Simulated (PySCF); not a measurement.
**One shape, several levels: doublet SiS+**

Wanted: a comparison of 6 runs (U-r2SCAN/cc-pVTZ, U-revPBE/cc-pVTZ, UB2PLYP/cc-pVTZ, UB3LYP/cc-pVTZ, UBLYP/cc-pVTZ, UM06-2X/cc-pVTZ) of doublet SiS+. 

Program for the calculation: PySCF 2.14.0.

6 further runs of the same task are left out: 6 set aside as unsound or not needed.

## (1) The structure to begin with

SiS+: 2 atoms, total charge +1, spin state doublet. SMILES of the parent species: `[Si-]#[S+]`. The bond length is the one measured for the parent species. That shape belongs to the parent species and isn't relaxed for this state.

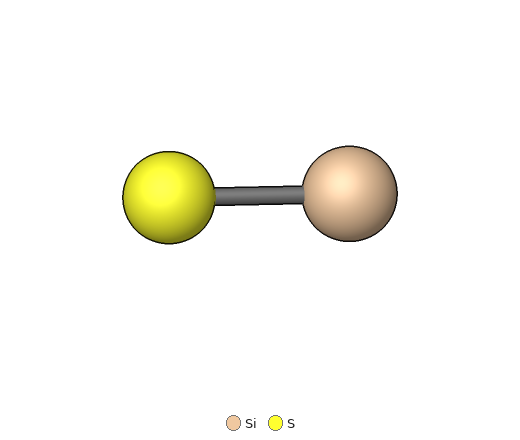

The structure, seen from a chosen angle (silicon light orange, sulfur yellow).

## (2) The energy at U-r2SCAN/cc-pVTZ (run 1)

Contents of run.py:

```python
from pyscf import gto, dft

system = gto.M(
    atom='''
Si     0.000000     0.000000     0.000000
S      0.000000     0.000000     3.645888
''',
    verbose=3,
    basis='cc-pvtz',
    spin=1,
    max_memory=1860,
    unit='bohr',
    charge=1,
)

ks = dft.UKS(system, xc='r2scan')
ks.grids.level = 5
ks.conv_tol = 1e-10
ks.kernel()
if not ks.converged:
    ks = ks.newton().run(ks.mo_coeff, ks.mo_occ)

e_tot = ks.e_tot
print('E = %.10f Eh' % e_tot)
```

Launch:

```sh
$ OMP_NUM_THREADS=1 python run.py
```

Standard output:

```text
converged SCF energy = -687.285049736174  <S^2> = 0.7608107  2S+1 = 2.0107816
E = -687.2850497362 Eh
```

Wall time 16 s (1 thread of Arm Neoverse V2, shared host); peak memory 0.36 GiB.

## (3) A single-point energy at U-revPBE/cc-pVTZ (run 2)

Contents of calc.py:

```python
from pyscf import gto, dft

mol = gto.M(
    atom='''
Si       0.000000       0.000000       0.000000
S        0.000000       0.000000       1.929321
''',
    verbose=3,
    spin=1,
    basis='cc-pvtz',
    charge=1,
    max_memory=1860,
)

mf = dft.UKS(mol)
mf.xc = 'revpbe'
mf.grids.level = 5
mf.conv_tol = 1e-10
mf.kernel()
if not mf.converged:
    mf = mf.newton().run(mf.mo_coeff, mf.mo_occ)

e_tot = mf.e_tot
print('Final energy', e_tot)
```

Launch:

```sh
$ OMP_NUM_THREADS=1 python calc.py
```

Standard output:

```text
WARN: HOMO -0.266483080139126 >= LUMO -0.266483080139128

converged SCF energy = -687.216465508404  <S^2> = 0.75680101  2S+1 = 2.0067895
Final energy -687.2164655084035
```

Wall time 7.5 s (1 thread of Arm Neoverse V2, shared host); peak memory 0.32 GiB.

Runs 3 to 5 aren't shown in full; the table further down has their settings and results.

## (4) The energy at UM06-2X/cc-pVTZ (run 6)

Contents of job.py:

```python
from pyscf import gto, dft

mol = gto.M(
    atom='''
Si       0.000000       0.000000       0.000000
S        0.000000       0.000000       1.929321
''',
    max_memory=1860,
    basis='cc-pvtz',
    spin=1,
    verbose=4,
    charge=1,
)

mf = dft.UKS(mol)
mf.xc = 'm06-2x'
mf.grids.level = 5
mf.conv_tol = 1e-10
mf.kernel()
if not mf.converged:
    mf = mf.newton().run(mf.mo_coeff, mf.mo_occ)

e_tot = mf.e_tot
print('E = %.10f Eh' % e_tot)
```

Launch:

```sh
$ OMP_NUM_THREADS=1 python job.py
```

Standard output:

```text
PySCF version 2.14.0

[INPUT] num. atoms = 2
[INPUT] num. electrons = 29
[INPUT] charge = 1
[INPUT] spin (= nelec alpha-beta = 2S) = 1
[INPUT] symmetry False subgroup None
[INPUT] Mole.unit = angstrom
[INPUT] Symbol           X                Y                Z      unit          X                Y                Z       unit  Magmom
[INPUT]  1 Si     0.000000000000   0.000000000000   0.000000000000 AA    0.000000000000   0.000000000000   0.000000000000 Bohr   0.0
[INPUT]  2 S      0.000000000000   0.000000000000   1.929321000000 AA    0.000000000000   0.000000000000   3.645888296372 Bohr   0.0

nuclear repulsion = 61.4390737705545
number of shells = 18
number of NR pGTOs = 118
number of NR cGTOs = 68
basis = cc-pvtz
ecp = {}

[... 35 lines left out ...]
WARN: HOMO -0.282397391606267 >= LUMO -0.282397391606266
[... 50 lines left out ...]
converged SCF energy = -687.303738083417  <S^2> = 0.75992291  2S+1 = 2.0098984
E = -687.3037380834 Eh
```

Run time: 16 s. Hardware: 1 thread of Arm Neoverse V2, shared host; peak memory 0.36 GiB.

## (5) Overview of the runs

| run | level | frozen core orbitals | energy (Eh) | HOMO energy (eV) | LUMO energy (eV) | ⟨S²⟩ | wall time |
| --- | --- | --- | --- | --- | --- | --- | --- |
| 1 | U-r2SCAN/cc-pVTZ | – | -687.285050 | -14.36 | -13.37 | 0.761 | 16 s |
| 2 | U-revPBE/cc-pVTZ | – | -687.216466 | -14.08 | -13.54 | 0.757 | 7.5 s |
| 3 | UB2PLYP/cc-pVTZ | 10 | -687.101428 | -16.01 | -11.39 | 0.766 | 9 s |
| 4 | UB3LYP/cc-pVTZ | – | -687.375624 | -14.94 | -13.05 | 0.757 | 8.4 s |
| 5 | UBLYP/cc-pVTZ | – | -687.357224 | -13.90 | -13.59 | 0.754 | 7.5 s |
| 6 | UM06-2X/cc-pVTZ | – | -687.303738 | -16.14 | -11.79 | 0.760 | 16 s |

## (6) Results

| quantity | value |
| --- | --- |
| run 6: total energy | -687.30374 Eh |
| run 6: HOMO energy (highest over α and β) | -16.14 eV |
| run 6: LUMO energy (lowest over α and β) | -11.79 eV |
| run 6: ⟨S²⟩ | 0.760 |

**Reading.** Totals of different functionals can't be ranked against each other. All runs together took 64 s, the longest 16 s.
